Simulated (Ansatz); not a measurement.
# BH3F: nudged elastic band

- system: BH3F, multiplicity 2
- method: UKS CAM-B3LYP-D4/def2-SVP (Ansatz 0.2.0)

It belongs to a series of runs on one base structure; here: band between the two ends. Figures and captions count atoms from 1; the log counts them from 0 in places.

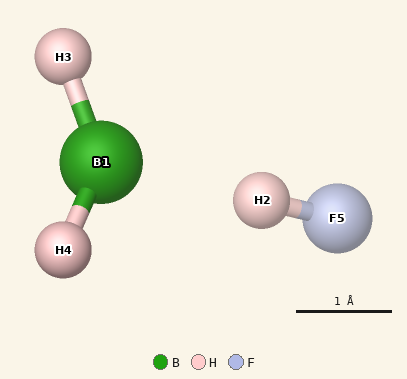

Figure 1. The starting structure (ball-and-stick view, seen at a tilt; atoms are numbered from 1 in the order of the input). Bond lengths as drawn: B–H 1.20 Å and F–H 0.94 Å.

The input:
```yaml
crystal:
  periodic: [false, false, false]
  atoms:
    - { symbol: B, position_ang: [0.0, 0.0, -0.213668] }
    - { symbol: H, position_ang: [0.0, 0.0, 1.77755] }
    - { symbol: H, position_ang: [1.099885, 0.0, -0.686535] }
    - { symbol: H, position_ang: [-1.099885, 0.0, -0.686535] }
    - { symbol: F, position_ang: [0.0, 0.0, 2.719189] }
magnetization:
  spin_polarized: true
  initial_magnetization: 1
basis:
  gaussian: { orbitals: def2-SVP }
hamiltonian:
  xc: cam_b3lyp
  dispersion: d4
neb:
  order_check: false
  images: 7
  f_tol: 0.03
  max_iterations: 60
  final_atoms:
    - { symbol: B, position_ang: [0.0009148, -0.1906028, -0.03159558] }
    - { symbol: H, position_ang: [-0.00379207, -0.4992797, 2.03327866] }
    - { symbol: H, position_ang: [1.08771524, 0.15109152, -0.40853366] }
    - { symbol: H, position_ang: [-1.08670253, 0.15109152, -0.40620503] }
    - { symbol: F, position_ang: [0.00186456, 0.38769947, 1.72305662] }
  initial_path:
    images:
      - { positions_ang: [[0.0, 0.0, -0.213668], [0.0, 0.0, 1.77755], [1.099885, 0.0, -0.686535], [-1.099885, 0.0, -0.686535], [0.0, 0.0, 2.719189]] }
      - { positions_ang: [[0.0, 0.0, -0.16025095], [0.0, 0.0, 1.69316255], [1.08253875, 0.0, -0.6636512], [-1.08253875, 0.0, -0.6636512], [0.0, 0.0, 2.7043918]] }
      - { positions_ang: [[0.0, 0.0, -0.1068339], [0.0, 0.0, 1.6087751], [1.0651925, 0.0, -0.6407674], [-1.0651925, 0.0, -0.6407674], [0.0, 0.0, 2.6895946]] }
      - { positions_ang: [[0.0, 0.0, -0.05341685], [0.0, 0.0, 1.52438765], [1.04784625, 0.0, -0.6178836], [-1.04784625, 0.0, -0.6178836], [0.0, 0.0, 2.6747974]] }
      - { positions_ang: [[0.0, 0.0, 2.0e-07], [0.0, 0.0, 1.4400002], [1.0305, 0.0, -0.5949998], [-1.0305, 0.0, -0.5949998], [0.0, 0.0, 2.6600002]] }
      - { positions_ang: [[0.0002287, -0.0476507, -0.00789874], [-0.00094802, -0.12481992, 1.58831982], [1.04480381, 0.03777288, -0.54838327], [-1.04455063, 0.03777288, -0.54780111], [0.00046614, 0.09692487, 2.4257643]] }
      - { positions_ang: [[0.0004574, -0.0953014, -0.01579769], [-0.00189604, -0.24963985, 1.73663943], [1.05910762, 0.07554576, -0.50176673], [-1.05860126, 0.07554576, -0.50060242], [0.00093228, 0.19384974, 2.19152841]] }
      - { positions_ang: [[0.0006861, -0.1429521, -0.02369663], [-0.00284405, -0.37445977, 1.88495905], [1.07341143, 0.11331864, -0.4551502], [-1.07265189, 0.11331864, -0.45340373], [0.00139842, 0.2907746, 1.95729251]] }
      - { positions_ang: [[0.0009148, -0.1906028, -0.03159558], [-0.00379207, -0.4992797, 2.03327866], [1.08771524, 0.15109152, -0.40853366], [-1.08670253, 0.15109152, -0.40620503], [0.00186456, 0.38769947, 1.72305662]] }
```

Hardware: 2 threads of Arm Neoverse V1, 24 GiB of memory available, shared host.

Launched with:
```bash
ansatz run input.yaml --threads 2 --pin off --max-ram 3072MiB --backend cpu --events-out ev --progress --plain --runs-dir out
```

Output:
```
Engine: ansatz 0.2.0, aarch64-unknown-linux-gnu
Functional definition: CAM-B3LYP
  parameter alpha = 0.19
  parameter beta = 0.46
  parameter omega = 0.33/bohr
  parameter ac = 0.81
  exchange = (1 - alpha - beta)*b88_x + beta*b88_x_sr(omega) + alpha*exact_x + beta*exact_x_lr(omega)
  correlation = (1 - ac)*vwn5_c + ac*lyp_c
466 factors; integrals over basis functions are off by at most 4.1e-4 eV
139 factors; integrals over basis functions are off by at most 5.5e-6 eV
mean field evaluation 1: about -3433.1187 eV, gradient 2.1e1 eV
mean field evaluation 2: about -3432.9469 eV, gradient 2.5e1 eV
mean field evaluation 4: about -3434.6585 eV, gradient 2.3e-1 eV
mean field evaluation 8: about -3434.6668 eV, gradient 4.8e-3 eV
mean field evaluation 16: about -3434.5380 eV, gradient 1.5e0 eV
mean field -3434.66680267 eV, -126.2216768972 hartree, gradient 5.0e-5 eV, S^2 0.751708; 1 other end points of the search recorded, 0 dependent functions left out
the calculation of the forces begins
reference -3434.66688379 eV, -126.2216798785 hartree; 9, 8 occupied and 34, 35 virtual orbitals, 466 factors
466 factors; integrals over basis functions are off by at most 6.0e-4 eV
139 factors; integrals over basis functions are off by at most 2.0e-6 eV
mean field evaluation 32: about -3434.9512 eV, gradient 1.9e-4 eV
mean field -3434.95117476 eV, -126.2321273790 hartree, gradient 8.1e-5 eV, S^2 0.751510; 0 other end points of the search recorded, 0 dependent functions left out
[... from here on the field's lines of each further geometry are left out, up to the last ...]
NEB iter   1: max|band force component| = 4.848e1 eV/Å  barrier→ = 6.0290 eV  barrier← = 6.3153 eV  Δτ_max = 0.1941 Å  (273 SCF iters)
NEB iter   2: max|band force component| = 2.179e1 eV/Å  barrier→ = 2.2451 eV  barrier← = 2.5314 eV  Δτ_max = 0.1828 Å  (247 SCF iters)
NEB iter   3: max|band force component| = 1.021e1 eV/Å  barrier→ = 0.7042 eV  barrier← = 0.9905 eV  Δτ_max = 0.1963 Å  (252 SCF iters)
NEB iter   4: max|band force component| = 4.033e0 eV/Å  barrier→ = 0.0656 eV  barrier← = 0.3519 eV  Δτ_max = 0.1898 Å  (251 SCF iters)
NEB iter   5: max|band force component| = 1.554e0 eV/Å  barrier→ = 0.0000 eV  barrier← = 0.2863 eV  Δτ_max = 0.2000 Å  (238 SCF iters)
NEB iter   6: max|band force component| = 2.608e0 eV/Å  barrier→ = 0.2646 eV  barrier← = 0.5509 eV  Δτ_max = 0.1005 Å  (232 SCF iters)
NEB iter   7: max|band force component| = 1.047e0 eV/Å  barrier→ = 0.0000 eV  barrier← = 0.2863 eV  Δτ_max = 0.2000 Å  (226 SCF iters)
NEB iter   8: max|band force component| = 1.043e0 eV/Å  barrier→ = 0.0000 eV  barrier← = 0.2863 eV  Δτ_max = 0.0962 Å  (233 SCF iters)
NEB iter   9: max|band force component| = 4.355e-1 eV/Å  barrier→ = -0.0124 eV  barrier← = 0.2739 eV  CI = image 1  Δτ_max = 0.1891 Å  (228 SCF iters)
NEB iter  10: max|band force component| = 4.348e-1 eV/Å  barrier→ = -0.0033 eV  barrier← = 0.2830 eV  CI = image 1  Δτ_max = 0.0446 Å  (232 SCF iters)
NEB iter  11: max|band force component| = 1.493e-1 eV/Å  barrier→ = -0.0008 eV  barrier← = 0.2854 eV  CI = image 1  Δτ_max = 0.0252 Å  (236 SCF iters)
NEB iter  12: max|band force component| = 5.009e-2 eV/Å  barrier→ = -0.0002 eV  barrier← = 0.2861 eV  CI = image 1  Δτ_max = 0.0124 Å  (227 SCF iters)
the calculation of the forces begins
reference -3434.90972643 eV, -126.2306041807 hartree; 9, 8 occupied and 34, 35 virtual orbitals, 466 factors
466 factors; integrals over basis functions are off by at most 4.2e-4 eV
139 factors; integrals over basis functions are off by at most 5.5e-6 eV
mean field -3434.66687280 eV, -126.2216794748 hartree, gradient 2.2e-5 eV, S^2 0.751707; 3 other end points of the search recorded, 0 dependent functions left out
the calculation of the forces begins
reference -3434.66695394 eV, -126.2216824566 hartree; 9, 8 occupied and 34, 35 virtual orbitals, 466 factors
NEB iter  13: max|band force component| = 1.998e-2 eV/Å  barrier→ = -0.0001 eV  barrier← = 0.2862 eV  CI = image 1  Δτ_max = 0.0000 Å  (445 SCF iters)
```

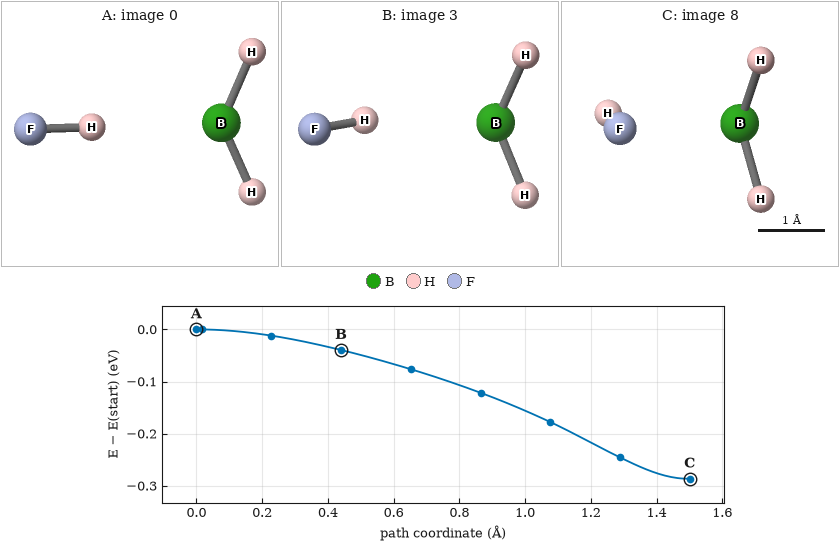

Figure 2. Images of the last band (counted from 0; ball-and-stick, seen at a tilt) above the energy along the path; the line is a cubic interpolation that uses the forces. No image lies above both ends; the end is 0.286 eV below the start. The path is 1.50 Å long. The band converged in 13 iterations.

```
Total energy: -3434.69053553 eV, -126.2225490640 hartree
Atom 0 at    -0.000790    -0.000947    -0.214134 Å, force    -0.000196    -0.005328     0.003037 eV/Å
Atom 1 at    -0.001539    -0.013586     1.778243 Å, force    -0.000054    -0.004075     0.001434 eV/Å
Atom 2 at     1.100406     0.005395    -0.685171 Å, force     0.003488     0.002859    -0.001181 eV/Å
Atom 3 at    -1.100484     0.003961    -0.688702 Å, force    -0.003419     0.002870    -0.001553 eV/Å
Atom 4 at     0.002407     0.005177     2.719764 Å, force     0.000180     0.003675    -0.001736 eV/Å
Dipole moment:    -0.001256    -0.004930    -0.610442 e Å
this run last wrote the band of iteration 13 to [file]
```

The last band as extended XYZ (Å, eV, eV/Å):
```
5
Properties=species:S:1:pos:R:3:forces:R:3 image=0 energy=-3434.69039
B     0.0000    0.0000   -0.2137    0.0000   0.0000   0.0094
H     0.0000    0.0000    1.7775    0.0000   0.0000  -0.0041
H     1.0999    0.0000   -0.6865    0.0155   0.0000  -0.0053
H    -1.0999    0.0000   -0.6865   -0.0155   0.0000  -0.0053
F     0.0000    0.0000    2.7192    0.0000   0.0000   0.0053
5
Properties=species:S:1:pos:R:3:forces:R:3 image=1 energy=-3434.69045
B    -0.0008   -0.0009   -0.2141   -0.0002  -0.0053   0.0030
H    -0.0015   -0.0136    1.7782   -0.0001  -0.0041   0.0014
H     1.1004    0.0054   -0.6852    0.0035   0.0029  -0.0012
H    -1.1005    0.0040   -0.6887   -0.0034   0.0029  -0.0016
F     0.0024    0.0052    2.7198    0.0002   0.0037  -0.0017
5
Properties=species:S:1:pos:R:3:forces:R:3 image=2 energy=-3434.70237
B    -0.0013   -0.0421   -0.2060    0.0004  -0.0197  -0.0012
H    -0.0017   -0.1727    1.7812   -0.0001  -0.0765  -0.0100
H     1.0997    0.0527   -0.6686   -0.0004   0.0183   0.0103
H    -1.1001    0.0486   -0.6748    0.0001   0.0186   0.0102
F     0.0034    0.1135    2.6781    0.0001   0.0593  -0.0093
5
Properties=species:S:1:pos:R:3:forces:R:3 image=3 energy=-3434.72992
B    -0.0008   -0.0822   -0.1916    0.0006  -0.0311   0.0031
H    -0.0015   -0.3138    1.7917    0.0006  -0.1044  -0.0048
H     1.0981    0.1007   -0.6329    0.0017   0.0266   0.0305
H    -1.0980    0.0970   -0.6388   -0.0022   0.0273   0.0308
F     0.0021    0.1983    2.5816   -0.0007   0.0817  -0.0596
5
Properties=species:S:1:pos:R:3:forces:R:3 image=4 energy=-3434.76676
B    -0.0021   -0.1191   -0.1737    0.0008  -0.0322   0.0145
H     0.0048   -0.4238    1.8032    0.0010  -0.0982   0.0106
H     1.0925    0.1460   -0.5837   -0.0003   0.0281   0.0478
H    -1.1003    0.1332   -0.5824    0.0002   0.0288   0.0491
F     0.0052    0.2636    2.4466   -0.0017   0.0735  -0.1219
5
Properties=species:S:1:pos:R:3:forces:R:3 image=5 energy=-3434.81189
B    -0.0015   -0.1616   -0.1467    0.0001  -0.0280   0.0311
H    -0.0118   -0.4773    1.8326   -0.0016  -0.0873   0.0240
H     1.1003    0.1249   -0.5222   -0.0021   0.0299   0.0620
H    -1.0891    0.1627   -0.5327    0.0031   0.0302   0.0643
F     0.0021    0.3514    2.2790    0.0005   0.0551  -0.1814
5
Properties=species:S:1:pos:R:3:forces:R:3 image=6 energy=-3434.86798
B    -0.0033   -0.1875   -0.1070   -0.0045  -0.0180   0.0571
H     0.0172   -0.5040    1.8751    0.0012  -0.0584   0.0480
H     1.0824    0.1541   -0.4824    0.0079   0.0341   0.0734
H    -1.1031    0.1250   -0.4674   -0.0014   0.0327   0.0771
F     0.0068    0.4125    2.0918   -0.0030   0.0096  -0.2555
5
Properties=species:S:1:pos:R:3:forces:R:3 image=7 energy=-3434.93586
B    -0.0017   -0.1888   -0.0574   -0.0007   0.0124   0.0704
H     0.0020   -0.5186    1.9259    0.0001  -0.0528   0.0663
H     1.0890    0.1404   -0.4312   -0.0016   0.0260   0.0721
H    -1.0927    0.1440   -0.4274    0.0033   0.0258   0.0733
F     0.0035    0.4230    1.9001   -0.0011  -0.0114  -0.2821
5
Properties=species:S:1:pos:R:3:forces:R:3 image=8 energy=-3434.97668
B     0.0009   -0.1906   -0.0316   -0.0006  -0.0065  -0.0031
H    -0.0038   -0.4993    2.0333    0.0009   0.0261  -0.0161
H     1.0877    0.1511   -0.4085   -0.0050   0.0006   0.0002
H    -1.0867    0.1511   -0.4062    0.0048   0.0009  -0.0013
F     0.0019    0.3877    1.7231   -0.0001  -0.0211   0.0204
```

Summary:

- outcome: converged
- barrier, forward: 0.000 eV
- barrier, backward: 0.286 eV
- wall time: 69 s (CPU time 2.1 min)
- peak memory: 0.1 GiB

The order of the saddle point was not checked.
